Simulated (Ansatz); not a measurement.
Partial pair distribution functions of a relaxed model of amorphous Ta14Zr6O47, broadened by 0.06 Å; density 7.21 g/cm³. Calculation: PBE, scalar-relativistic without spin-orbit coupling (plane waves to 420 eV, PAW; Ansatz, an electronic-structure program).

The cell was made by melting and quenching with the CHGNet potential and then relaxed with DFT. O atoms were pushed apart under 1.9 Å during the dynamics, to hinder bonds among them. The hot cell started wider than the set density and was brought back towards it in steps. It is the lowest in DFT energy of 2 quenches. It is a model cell: composition and starting density were chosen by hand, and all elements were melted together. No dispersion term was used. Its density started from a set value of 7.28 and ended at 7.21 g/cm³. The simulated quench (nominally 360 K/ps over its main leg) is rapid and tends to freeze in more defects than a deposited or slowly cooled glass has. One small periodic cell is one sample of the glass; other quenches scatter about these values. Volume and shape were free in the relaxation.

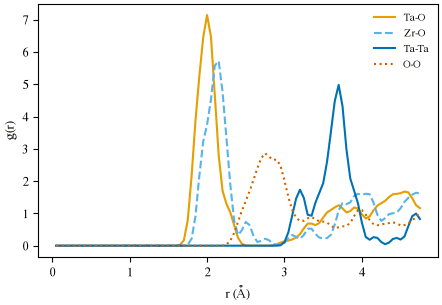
*Partial pair distribution functions*

Highest peaks under 4.5 Å: Ta-O near 2.00 Å, Zr-O near 2.15 Å, Ta-Ta near 3.70 Å, O-O near 2.75 Å; pairs of few atoms are noisy.

Within 2.50 Å each Ta has 6.07 O neighbours on average.
